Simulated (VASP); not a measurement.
# Titanium under strain, part 2 of 3

How does the pressure of Titanium answer to a change of volume? The bands are shown for each cell. All runs use PBEsol. Left out of this account: 1 further run (self-consistent run: a reference on another mesh). This is not the structure that Ti takes at ambient conditions. The start is a cell from a database of measured crystal structures.

VASP 6.6.1; PBEsol; plane waves and PAW (Ti_sv).

So far, pressure (GPa): step 2 (bands, cell as listed) -7.59; step 3 (cell volume +4.0 %) -10.7.

## 4. Bands, volume times 1.08

The cell is expanded evenly, with fractional positions held.

INCAR reads:

```
SYSTEM = Ti
PREC = Accurate
ENCUT = 400
EDIFF = 1E-06
NELM = 100
ISMEAR = -1
SIGMA = 0.05
LREAL = .FALSE.
ALGO = Normal
GGA = PS
NBANDS = 17
LASPH = .TRUE.
LORBIT = 11
LWAVE = .FALSE.
LCHARG = .FALSE.
KPAR = 2
```

POSCAR reads:

```
Ti
1.0
   -1.6836423171      1.6836423171      1.6836423171
    1.6836423171     -1.6836423171      1.6836423171
    1.6836423171      1.6836423171     -1.6836423171
Ti
1
Direct
    0.0000000000      0.0000000000      0.0000000000
```

KPOINTS reads:

```
Automatic mesh
0
Gamma
16 16 16
0 0 0
```

KPOINTS_OPT reads:

```
Line mode
16
Line-mode
Reciprocal
  0.00000000   0.00000000   0.00000000 GAMMA
  0.50000000  -0.50000000   0.50000000 H

  0.50000000  -0.50000000   0.50000000 H
  0.00000000   0.00000000   0.50000000 N

  0.00000000   0.00000000   0.50000000 N
  0.00000000   0.00000000   0.00000000 GAMMA

  0.00000000   0.00000000   0.00000000 GAMMA
  0.25000000   0.25000000   0.25000000 P

  0.25000000   0.25000000   0.25000000 P
  0.50000000  -0.50000000   0.50000000 H

  0.25000000   0.25000000   0.25000000 P
  0.00000000   0.00000000   0.50000000 N
```

PAW data sets: Ti_sv (PBE family, release 64).

Command:

```sh
$ mpirun -np 2 vasp_std
```

Log:

```text
[... set-up lines as in an earlier step ...]
 entering main loop
       N       E                     dE             d eps       ncg     rms          rms(c)
DAV:   1     0.802889709187E+02    0.80289E+02   -0.49465E+03  5018   0.700E+02
DAV:   2    -0.594304327903E+01   -0.86232E+02   -0.82555E+02  5297   0.209E+02
DAV:   3    -0.944204172085E+01   -0.34990E+01   -0.34736E+01  5633   0.449E+01
DAV:   4    -0.949944924324E+01   -0.57408E-01   -0.57369E-01  5793   0.553E+00
DAV:   5    -0.950035768625E+01   -0.90844E-03   -0.90841E-03  5548   0.626E-01    0.810E+00
DAV:   6    -0.812586736590E+01    0.13745E+01   -0.18805E+00  5112   0.176E+01    0.172E+00
DAV:   7    -0.812246913375E+01    0.33982E-02   -0.91345E-02  5796   0.177E+00    0.124E+00
DAV:   8    -0.812685501183E+01   -0.43859E-02   -0.43080E-02  5070   0.212E+00    0.288E-01
DAV:   9    -0.812558503362E+01    0.12700E-02   -0.31111E-03  5773   0.664E-01    0.820E-02
DAV:  10    -0.812569267700E+01   -0.10764E-03   -0.22773E-04  5400   0.115E-01    0.112E-02
DAV:  11    -0.812569301139E+01   -0.33438E-06   -0.10863E-05  5984   0.263E-02    0.784E-03
DAV:  12    -0.812569291759E+01    0.93801E-07   -0.19813E-06  6334   0.128E-02
   1 F= -.81256929E+01 E0= -.81147049E+01  d E =-.219760E-01
 Start KPOINTS_OPT (optional k-point list driver)
k-point batch [1-96\96]
       N       E                     dE             ncg
DAV:   1    -0.125539342503E+05   -0.49921E+05     3320
DAV:   2    -0.210791634955E+05   -0.85252E+04     3525
DAV:   3    -0.214283582999E+05   -0.34919E+03     3809
DAV:   4    -0.214337834569E+05   -0.54252E+01     3910
DAV:   5    -0.214338819552E+05   -0.98498E-01     3683
DAV:   6    -0.214338844233E+05   -0.24681E-02     3924
DAV:   7    -0.214338845030E+05   -0.79732E-04     3669
DAV:   8    -0.214338845058E+05   -0.27621E-05     2905
DAV:   9    -0.214338845059E+05   -0.13916E-06     2018
```

The job ended after 17 s (2 MPI ranks of AMD EPYC 7R43, shared host; peak memory 0.25 GiB; 33 s of CPU time).

From OUTCAR (step 4):

```text
  LATTYP: Found a body centered cubic cell.
 ALAT       =     3.3672846342

The static configuration has the point symmetry O_h .

 Found    145 irreducible k-points:

   ENCUT  =  400.0 eV  29.40 Ry    5.42 a.u.   4.76  4.76  4.76*2*pi/ulx,y,z

   NELECT =      12.0000    total number of electrons

 E-fermi :   7.0218

 k-point     1 :       0.0000    0.0000    0.0000
  band No.  band energies     occupation
      1     -49.4603      2.00000
      2     -25.5127      2.00000
      3     -25.5127      2.00000
      4     -25.5127      2.00000
      5       1.3045      2.00000
      6       7.9182      0.00000
      7       7.9182      0.00000
      8       7.9182      0.00000
      9       9.4918      0.00000
     10       9.4918      0.00000
    ...

 k-point     2 :       0.0625    0.0000    0.0000
  band No.  band energies     occupation
      1     -49.4561      2.00000
      2     -25.5324      2.00000
      3     -25.5189      2.00000
      4     -25.5128      2.00000
      5       1.4298      2.00000
      6       7.8652      0.00000
      7       7.9043      0.00000
      8       8.0047      0.00000
      9       9.4315      0.00000
     10       9.4960      0.00000
    ...

  Total       -1.5926120     -1.5926120     -1.5926120     -0.0000000     -0.0000000     -0.0000000
  in kB     -133.6629571   -133.6629571   -133.6629571     -0.0000000     -0.0000000     -0.0000000
  external PRESSURE =    -133.6629571 kB  Pullay stress =       0.0000000 kB

  energy-cutoff  :      400.00
  volume of cell :       19.09
      direct lattice vectors                 reciprocal lattice vectors
    -1.683642317  1.683642317  1.683642317     0.000000000  0.296975192  0.296975192
     1.683642317 -1.683642317  1.683642317     0.296975192  0.000000000  0.296975192
     1.683642317  1.683642317 -1.683642317     0.296975192  0.296975192  0.000000000

 POSITION                                       TOTAL-FORCE (eV/Angst)
 -----------------------------------------------------------------------------------
      0.00000      0.00000      0.00000         0.000000     -0.000000      0.000000
 -----------------------------------------------------------------------------------
    total drift:                               -0.000000     -0.000000      0.000000

  FREE ENERGIE OF THE ION-ELECTRON SYSTEM (eV)
  ---------------------------------------------------
  free  energy   TOTEN  =        -8.1256929176 eV

  energy  without entropy=       -8.1037168754  energy(sigma->0) =       -8.11470490

 total charge
# of ion       s       p       d       tot
------------------------------------------
    1        2.225   6.095   1.845  10.165

[... 4 parts as in an earlier step ...]

[... 6 further parts left out ...]
```

This step gave:

| Property | Result |
| --- | --- |
| free energy (TOTEN) | -8.126 eV |
| energy at zero smearing | -8.115 eV |
| Fermi energy | 7.022 eV |
| pressure | -13.37 GPa |

Electronic bands along the path, in eV, zero at the Fermi level; # counts the bands kept, so #1 is VASP's band 5:

```tsv
point	#1	#2	#3	#4	#5	#6
Γ	-5.72	0.90	0.90	0.90	2.47	2.47
H	-1.81	-1.81	3.49	3.49	3.49	7.63
N	-2.24	-0.32	0.90	2.44	2.75	3.80
Γ	-5.72	0.90	0.90	0.90	2.47	2.47
P	-0.57	-0.57	-0.57	2.80	2.80	8.27
H	-1.81	-1.81	3.49	3.49	3.49	7.63
jump to P	-0.57	-0.57	-0.57	2.80	2.80	8.27
N	-2.24	-0.32	0.90	2.44	2.75	3.80
```

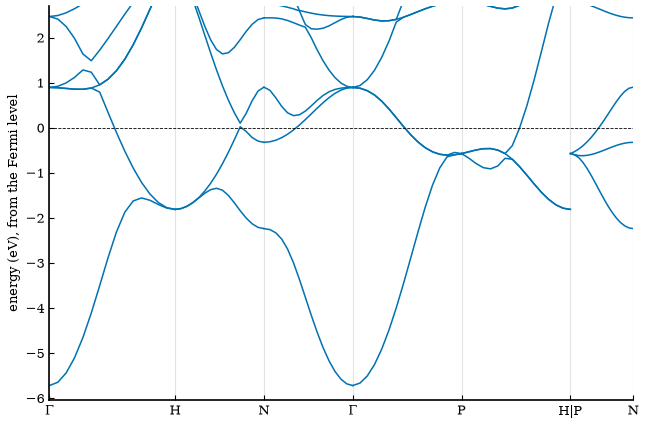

Electronic bands along the path.

 The pressure is -13.37 GPa.

For the pressure, step 2 gave -7.59 GPa; this run, with cell volume +8.0 %, gives -13.4 GPa.

## 5. Bands, sheared, principal strains -2.0, +0.4, +1.7 %

The cell is sheared at fixed volume, which lowers its symmetry.

INCAR is that of step 4.

POSCAR reads:

```
Ti
1.0
   -1.5951800000      1.6417720000      1.6355890000
    1.6316270000     -1.6549660000      1.6852310000
    1.5965840000      1.6563700000     -1.6487840000
Ti
1
Direct
    0.0000000000      0.0000000000      0.0000000000
```

KPOINTS is that of step 4.

KPOINTS_OPT reads:

```
Line mode
16
Line-mode
Reciprocal
  0.00000000   0.50000000  -0.50000000 X
  0.00000000   0.00000000   0.00000000 GAMMA

  0.00000000   0.00000000   0.00000000 GAMMA
  0.50000000  -0.50000000   0.00000000 Y

  0.50000000   0.00000000  -0.50000000 L
  0.00000000   0.00000000   0.00000000 GAMMA

  0.00000000   0.00000000   0.00000000 GAMMA
 -0.50000000   0.00000000   0.00000000 Z

 -0.50000000   0.50000000  -0.50000000 N
  0.00000000   0.00000000   0.00000000 GAMMA

  0.00000000   0.00000000   0.00000000 GAMMA
  0.00000000  -0.50000000   0.00000000 M

  0.00000000   0.00000000  -0.50000000 R
  0.00000000   0.00000000   0.00000000 GAMMA
```

Command:

```sh
$ mpirun -np 2 vasp_std
```

Log:

```text
[... set-up lines as in an earlier step ...]
 entering main loop
       N       E                     dE             d eps       ncg     rms          rms(c)
DAV:   1     0.798008386472E+02    0.79801E+02   -0.49706E+03 71485   0.716E+02
DAV:   2    -0.595952893275E+01   -0.85760E+02   -0.82029E+02 74849   0.210E+02
DAV:   3    -0.937893844494E+01   -0.34194E+01   -0.33947E+01 79941   0.450E+01
DAV:   4    -0.943165967239E+01   -0.52721E-01   -0.52689E-01 80976   0.528E+00
DAV:   5    -0.943245180214E+01   -0.79213E-03   -0.79208E-03 79108   0.569E-01    0.854E+00
DAV:   6    -0.821126216884E+01    0.12212E+01   -0.15158E+00 72937   0.167E+01    0.192E+00
DAV:   7    -0.820611328996E+01    0.51489E-02   -0.92858E-02 86509   0.206E+00    0.130E+00
DAV:   8    -0.821359079443E+01   -0.74775E-02   -0.49082E-02 71418   0.223E+00    0.316E-01
DAV:   9    -0.821216738595E+01    0.14234E-02   -0.38449E-03 79347   0.732E-01    0.949E-02
DAV:  10    -0.821229724048E+01   -0.12985E-03   -0.24938E-04 76912   0.117E-01    0.185E-02
DAV:  11    -0.821229931937E+01   -0.20789E-05   -0.13340E-05 80223   0.225E-02    0.773E-03
DAV:  12    -0.821229889419E+01    0.42518E-06   -0.55179E-07 62419   0.772E-03
   1 F= -.82122989E+01 E0= -.82025667E+01  d E =-.194644E-01
 Start KPOINTS_OPT (optional k-point list driver)
k-point batch [1-112\112]
       N       E                     dE             ncg
DAV:   1     0.100557076412E+05   -0.41773E+05     3872
DAV:   2     0.371865522857E+02   -0.10019E+05     4112
DAV:   3    -0.423046068236E+03   -0.46023E+03     4568
DAV:   4    -0.431324897897E+03   -0.82788E+01     4334
DAV:   5    -0.431498309310E+03   -0.17341E+00     4372
DAV:   6    -0.431503351312E+03   -0.50420E-02     4310
DAV:   7    -0.431503526900E+03   -0.17559E-03     4335
DAV:   8    -0.431503533177E+03   -0.62762E-05     3016
DAV:   9    -0.431503533443E+03   -0.26601E-06     2294
```

Elapsed: 2.5 min, on 2 MPI ranks; peak memory 1.2 GiB.

Parts of OUTCAR (step 5):

```text
   k-points           NKPTS =   2052   k-points in BZ     NKDIM =   2052   number of bands    NBANDS=     17

   ENCUT  =  400.0 eV  29.40 Ry    5.42 a.u.   4.59  4.68  4.62*2*pi/ulx,y,z

   NELECT =      12.0000    total number of electrons

 E-fermi :   7.7823

 k-point     1 :       0.0000    0.0000    0.0000
  band No.  band energies     occupation
      1     -48.5438      2.00000
      2     -24.5380      2.00000
      3     -24.5226      2.00000
      4     -24.5049      2.00000
      5       1.8921      2.00000
      6       8.5841      0.00000
      7       8.7704      0.00000
      8       8.8911      0.00000
      9      10.3795      0.00000
     10      10.5897      0.00000
    ...

  Total       -0.8774045     -0.8161334     -0.8054812      0.0005332      0.0300970     -0.0924253
  in kB      -79.5288394    -73.9751669    -73.0096354      0.0483281      2.7280193     -8.3775272
  external PRESSURE =     -75.5045472 kB  Pullay stress =       0.0000000 kB

 POSITION                                       TOTAL-FORCE (eV/Angst)
 -----------------------------------------------------------------------------------
      0.00000      0.00000      0.00000         0.000000      0.000000      0.000000
 -----------------------------------------------------------------------------------
    total drift:                               -0.000000     -0.000000      0.000000

  FREE ENERGIE OF THE ION-ELECTRON SYSTEM (eV)
  ---------------------------------------------------
  free  energy   TOTEN  =        -8.2122988942 eV

  energy  without entropy=       -8.1928344745  energy(sigma->0) =       -8.20256668

[... 1 part as in an earlier step ...]

[... 14 further parts left out ...]
```

The path and its labels are those of the sheared lattice, so a letter need not mean the same point as in the unstrained cell.

This step gave:

```
irreducible k-points    : 2052
symmetry operations     : 2
free energy (TOTEN)     : -8.212 eV
energy at zero smearing : -8.203 eV
Fermi energy            : 7.782 eV
pressure                : -7.550 GPa
```

The electronic bands at the labelled points (eV, zero at the Fermi level; # counts the bands kept, so #1 is VASP's band 5):

```tsv
point	#1	#2	#3	#4	#5
X	-2.42	-0.26	0.93	2.57	3.00
Γ	-5.89	0.80	0.99	1.11	2.60
Y	-2.41	-0.48	1.19	2.75	3.09
jump to L	-2.40	-0.39	1.29	2.63	3.01
Γ	-5.89	0.80	0.99	1.11	2.60
Z	-2.41	-0.23	1.04	2.53	2.94
jump to N	-2.08	-2.01	3.75	3.84	3.96
Γ	-5.89	0.80	0.99	1.11	2.60
M	-2.43	-0.46	0.98	2.75	3.15
jump to R	-2.41	-0.49	1.17	2.76	3.10
Γ	-5.89	0.80	0.99	1.11	2.60
```

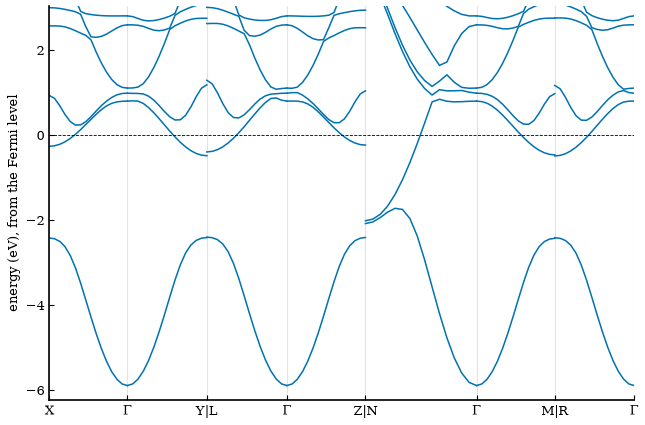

Electronic bands along the path.

 The pressure is -7.55 GPa, and the symmetry operations fall from 48 to 2.

## 6. Bands, volume times 0.96

The cell is compressed evenly, with fractional positions held.

INCAR is that of step 5.

POSCAR reads:

```
Ti
1.0
   -1.6188216056      1.6188216056      1.6188216056
    1.6188216056     -1.6188216056      1.6188216056
    1.6188216056      1.6188216056     -1.6188216056
Ti
1
Direct
    0.0000000000      0.0000000000      0.0000000000
```

KPOINTS is that of step 5.

KPOINTS_OPT reads:

```
Line mode
16
Line-mode
Reciprocal
  0.00000000   0.00000000   0.00000000 GAMMA
  0.50000000  -0.50000000   0.50000000 H

  0.50000000  -0.50000000   0.50000000 H
  0.00000000   0.00000000   0.50000000 N

  0.00000000   0.00000000   0.50000000 N
  0.00000000   0.00000000   0.00000000 GAMMA

  0.00000000   0.00000000   0.00000000 GAMMA
  0.25000000   0.25000000   0.25000000 P

  0.25000000   0.25000000   0.25000000 P
  0.50000000  -0.50000000   0.50000000 H

  0.25000000   0.25000000   0.25000000 P
  0.00000000   0.00000000   0.50000000 N
```

Command:

```sh
$ mpirun -np 2 vasp_std
```

Log:

```text
[... set-up lines as in an earlier step ...]
 entering main loop
       N       E                     dE             d eps       ncg     rms          rms(c)
DAV:   1     0.788407643910E+02    0.78841E+02   -0.49500E+03  5090   0.720E+02
DAV:   2    -0.599689068511E+01   -0.84838E+02   -0.81173E+02  5264   0.210E+02
DAV:   3    -0.931872583698E+01   -0.33218E+01   -0.32947E+01  5751   0.445E+01
DAV:   4    -0.937039033918E+01   -0.51665E-01   -0.51634E-01  5678   0.515E+00
DAV:   5    -0.937115505053E+01   -0.76471E-03   -0.76466E-03  5602   0.541E-01    0.884E+00
DAV:   6    -0.823268201833E+01    0.11385E+01   -0.13151E+00  5216   0.162E+01    0.208E+00
DAV:   7    -0.822651311143E+01    0.61689E-02   -0.92355E-02  6235   0.224E+00    0.133E+00
DAV:   8    -0.823557806366E+01   -0.90650E-02   -0.50724E-02  5034   0.222E+00    0.309E-01
DAV:   9    -0.823422572651E+01    0.13523E-02   -0.38209E-03  5721   0.713E-01    0.946E-02
DAV:  10    -0.823436961395E+01   -0.14389E-03   -0.26768E-04  5349   0.111E-01    0.162E-02
DAV:  11    -0.823436952706E+01    0.86886E-07   -0.12323E-05  5830   0.200E-02    0.744E-03
DAV:  12    -0.823436970615E+01   -0.17909E-06   -0.15434E-06  6337   0.103E-02
   1 F= -.82343697E+01 E0= -.82258237E+01  d E =-.170920E-01
 Start KPOINTS_OPT (optional k-point list driver)
k-point batch [1-96\96]
       N       E                     dE             ncg
DAV:   1    -0.118895985446E+05   -0.50926E+05     3392
DAV:   2    -0.198428534823E+05   -0.79533E+04     3586
DAV:   3    -0.201591054490E+05   -0.31625E+03     3824
DAV:   4    -0.201634762420E+05   -0.43708E+01     3809
DAV:   5    -0.201635499834E+05   -0.73741E-01     3675
DAV:   6    -0.201635519402E+05   -0.19567E-02     3921
DAV:   7    -0.201635520033E+05   -0.63147E-04     3422
DAV:   8    -0.201635520056E+05   -0.22617E-05     2795
DAV:   9    -0.201635520057E+05   -0.11852E-06     2069
```

Run time: 15 s. Hardware: 2 MPI ranks; peak memory 0.23 GiB.

OUTCAR, selected parts (step 6):

```text
   ENCUT  =  400.0 eV  29.40 Ry    5.42 a.u.   4.57  4.57  4.57*2*pi/ulx,y,z

   NELECT =      12.0000    total number of electrons

 E-fermi :   8.2059

 k-point     1 :       0.0000    0.0000    0.0000
  band No.  band energies     occupation
      1     -48.0366      2.00000
      2     -23.9668      2.00000
      3     -23.9668      2.00000
      4     -23.9668      2.00000
      5       2.2262      2.00000
      6       9.2102      0.00000
      7       9.2102      0.00000
      8       9.2102      0.00000
      9      11.0351      0.00000
     10      11.0351      0.00000
    ...

  Total       -0.3976178     -0.3976178     -0.3976178      0.0000000      0.0000000      0.0000000
  in kB      -37.5421734    -37.5421734    -37.5421734      0.0000000      0.0000000      0.0000000
  external PRESSURE =     -37.5421734 kB  Pullay stress =       0.0000000 kB

  FREE ENERGIE OF THE ION-ELECTRON SYSTEM (eV)
  ---------------------------------------------------
  free  energy   TOTEN  =        -8.2343697062 eV

  energy  without entropy=       -8.2172776824  energy(sigma->0) =       -8.22582369

[... 4 parts as in an earlier step ...]

[... 13 further parts left out ...]
```

Numbers from this step:

- irreducible k-points: 145
- symmetry operations: 48
- free energy (TOTEN): -8.234 eV
- energy at zero smearing: -8.226 eV
- Fermi energy: 8.206 eV
- pressure: -3.754 GPa

The electronic bands at the labelled points (eV, zero at the Fermi level; # counts the bands kept, so #1 is VASP's band 5):

```tsv
point	#1	#2	#3	#4	#5	#6
Γ	-5.98	1.00	1.00	1.00	2.83	2.83
H	-2.18	-2.18	4.05	4.05	4.05	8.54
N	-2.51	-0.43	1.22	2.82	3.18	4.42
Γ	-5.98	1.00	1.00	1.00	2.83	2.83
P	-0.62	-0.62	-0.62	3.24	3.24	9.31
H	-2.18	-2.18	4.05	4.05	4.05	8.54
jump to P	-0.62	-0.62	-0.62	3.24	3.24	9.31
N	-2.51	-0.43	1.22	2.82	3.18	4.42
```

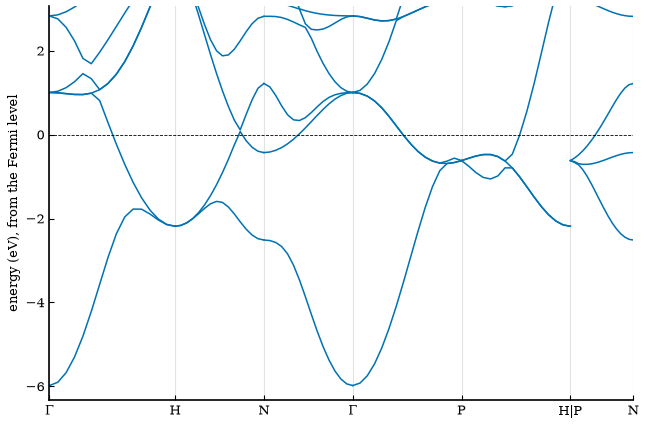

Electronic bands along the path.

 The pressure is -3.75 GPa.

For the pressure, step 2 gave -7.59 GPa; this run, with cell volume -4.0 %, gives -3.75 GPa.

(Continued in part 3 of 3.)

[Lines on the potential files, build, host, timing and source positions are cut from VASP's logs without a mark.]

[Logs are printed without paths, hosts, clocks, repeated set-up lines and the standing remarks that a program may print on its own settings, such as how far it seeks lower states.]

[Hosts, paths, dates, database ids (printed as entryN), source tags and the programs' standing remarks are cut or masked in the printed files.]

[A measured line is paired with the nearest computed mode of its activity, which favours agreement.]
